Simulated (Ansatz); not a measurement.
System: FH₃O₃SW (SMILES [OH][W]([OH])([OH])([F])=[S]).

```yaml
atoms:
  - { symbol: O, position_ang: [1.6057, -0.2708, 0.8001] }
  - { symbol: W, position_ang: [-0.0900, 0.2665, 0.1483] }
  - { symbol: O, position_ang: [-0.9021, -1.0078, 1.2355] }
  - { symbol: O, position_ang: [-1.2728, -0.1939, -1.2581] }
  - { symbol: F, position_ang: [0.9697, 0.8817, -1.3111] }
  - { symbol: S, position_ang: [-0.6795, 2.0924, 1.0413] }
  - { symbol: H, position_ang: [2.3860, 0.0286, 0.3247] }
  - { symbol: H, position_ang: [-0.8647, -1.9635, 1.1445] }
  - { symbol: H, position_ang: [-1.0638, 0.1205, -2.1424] }
```

Geometry: PBE0-D4/def2-TZVP; core potentials replace the inner electrons of W.

The calculation used RKS PBE0-D4/def2-TZVPP in Ansatz 0.2.0.

Question: What can the converged electron density and electron localisation function tell about the bonding?

Answer: W–O (1.86 Å): the density is about 1.2 e/Å³ at the midpoint; the ELF peaks at about 0.85 in the valence shell of O, 0.5 Å from its nucleus, and drops to about 0.25 between the two atoms.
W–F (1.91 Å): ρ at the midpoint is about 1 e/Å³; the ELF peaks at about 0.80 in the valence shell of F, 0.5 Å from its nucleus, and drops to about 0.25 between the two atoms.
W–S (2.12 Å): ρ is about 1.1 e/Å³ halfway; the ELF peaks at about 0.75 in the valence shell of S, 0.8 Å from its nucleus, and is about 0.55 at the midpoint.
O–H (0.96 Å): ρ is about 3.8 e/Å³ halfway; the ELF climbs to about 1 towards the hydrogen, as it does in any bond to H: a covalent bond by its length.

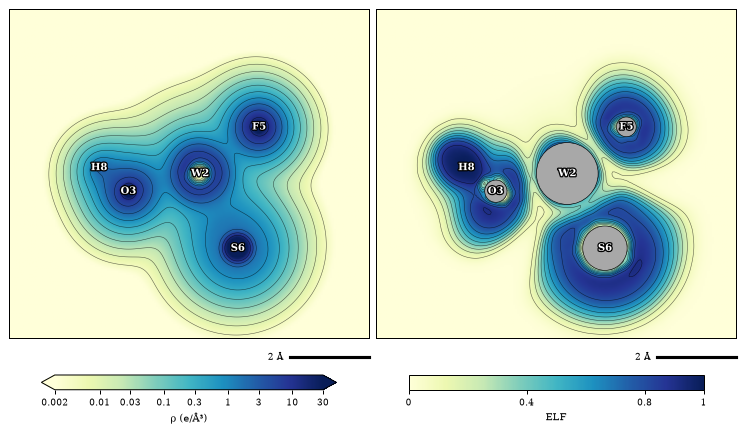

Computed electron density and electron localisation function on the plane of atoms O3, W2 and S6, in this order. Grey discs cover the atomic cores in the ELF map. 
